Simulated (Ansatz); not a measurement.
# AlClF2 (SMILES [F][Al]([F])[Cl]): PBE0/def2-SVPD

What is the electronic atomisation energy of AlClF2 at PBE0/def2-SVPD? 

Program for the calculation: Ansatz 0.2.0.

46 further runs of the same task are left out: 46 set aside as unsound or not needed.

## Step 1: The molecule

AlClF2 has 4 atoms, charge 0, and is taken as a singlet. As SMILES, `[F][Al]([F])[Cl]`. The shape is that of a PBE0-D4/def2-TZVP optimisation.

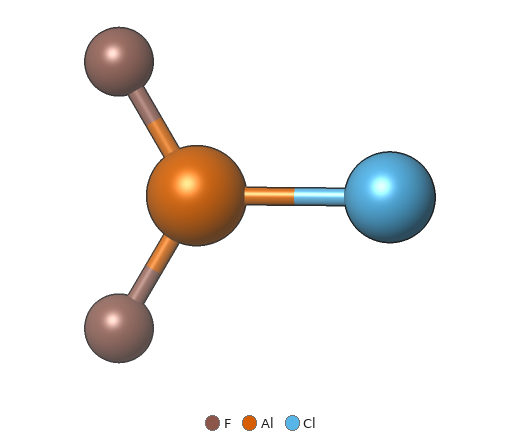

The structure, seen from a chosen angle (fluorine brown, aluminium orange, chlorine blue).

## Step 2: The energy at PBE0/def2-SVPD

File run.yaml:

```yaml
crystal:
  periodic: [false, false, false]
  atoms:
    - {symbol: F, position_ang: [0.997200, 0.721760, 1.149640]}
    - {symbol: Al, position_ang: [0.069280, -0.050750, 0.053570]}
    - {symbol: F, position_ang: [0.273490, -1.653820, -0.164660]}
    - {symbol: Cl, position_ang: [-1.339980, 0.982810, -1.038560]}
basis:
  gaussian:
    orbitals: def2-SVPD
hamiltonian:
  xc: pbe0
accuracy: high
output:
  orbitals: {seedname: orbitals}
```

Started as:

```bash
$ ansatz run run.yaml --threads 1 --pin off --max-ram 3480MiB --events-out events.jsonl --progress --plain --runs-dir runs
```

What it wrote:

```text
Warning: RAYON_NUM_THREADS=1 ignored (pool sized by the plan → 1); use --threads N
Functional definition: PBE0
  name "PBE0"
  parameter a = 0.25
  parameter kappa = 0.804
  parameter beta = 0.06672455060314922
  exchange = (1 - a)*pbe_x(kappa = kappa, mu = beta*pi^2/3) + a*exact_x
  correlation = pbe_c(beta = beta)
1804 factors; integrals over basis functions are off by at most 3.3e-9 eV
mean field evaluation 1: about -24533.0081 eV, gradient 5.1e1 eV
mean field evaluation 2: about -24526.1954 eV, gradient 8.5e1 eV
mean field evaluation 4: about -24537.0583 eV, gradient 1.5e0 eV
mean field evaluation 8: about -24537.1572 eV, gradient 2.9e-2 eV
mean field evaluation 16: about -24537.1572 eV, gradient 1.2e-6 eV
mean field -24537.15719526 eV, -901.7238950434 hartree, gradient 4.2e-8 eV, S^2 0.000000; 0 other end points of the search recorded, 0 dependent functions left out
reference -24537.15719801 eV, -901.7238951444 hartree; 24, 24 occupied and 73, 73 virtual orbitals, 1804 factors
Total energy: -24537.15719801 eV, -901.7238951444 hartree
```

Wall time 6 s (1 thread of Arm Neoverse V2, shared host); peak memory 0.3 GiB.

## Step 3: The Al atom at the same level

File job.yaml:

```yaml
crystal:
  periodic: [false, false, false]
  atoms:
    - {symbol: Al, position_ang: [0.000000, 0.000000, 0.000000]}
basis:
  gaussian: {orbitals: def2-SVPD}
accuracy: high
hamiltonian: {xc: {name: PBE0}}
magnetization: {spin_polarized: true, initial_magnetization: 1}
```

Run the same way, it converges to -242.16520 Eh (log not shown).

## Step 4: The Cl atom

File input.yaml:

```yaml
basis:
  gaussian: {orbitals: def2-SVPD}
crystal:
  periodic: [false, false, false]
  atoms:
    - {symbol: Cl, position_ang: [0.000000, 0.000000, 0.000000]}
magnetization: {spin_polarized: true, initial_magnetization: 1}
hamiltonian: {xc: {name: PBE0}}
accuracy: high
```

Run the same way, it converges to -459.84649 Eh (log not shown).

## Step 5: The F atom at the same level

File run.yaml:

```yaml
crystal:
  periodic: [false, false, false]
  atoms:
    - {symbol: F, position_ang: [0.000000, 0.000000, 0.000000]}
basis:
  gaussian:
    orbitals: def2-SVPD
accuracy: high
hamiltonian:
  xc: pbe0
magnetization:
  spin_polarized: true
  initial_magnetization: 1
```

Run the same way, it converges to -99.55958 Eh (log not shown).

## Step 6: Results

At PBE0/def2-SVPD:

```
                     quantity          value
       molecule: total energy  -901.72390 Eh
        molecule: HOMO energy      -10.09 eV
        molecule: LUMO energy       -1.62 eV
      molecule: HOMO–LUMO gap        8.48 eV
        Al atom: total energy  -242.16520 Eh
                Al atom: ⟨S²⟩          0.756
        Cl atom: total energy  -459.84649 Eh
                Cl atom: ⟨S²⟩          0.753
         F atom: total energy   -99.55958 Eh
                 F atom: ⟨S²⟩          0.752
electronic atomisation energy      16.138 eV
```

**Reading.** Taking the molecule apart into free atoms costs 16.14 eV (372 kcal/mol), before zero-point energy and without spin-orbit coupling.
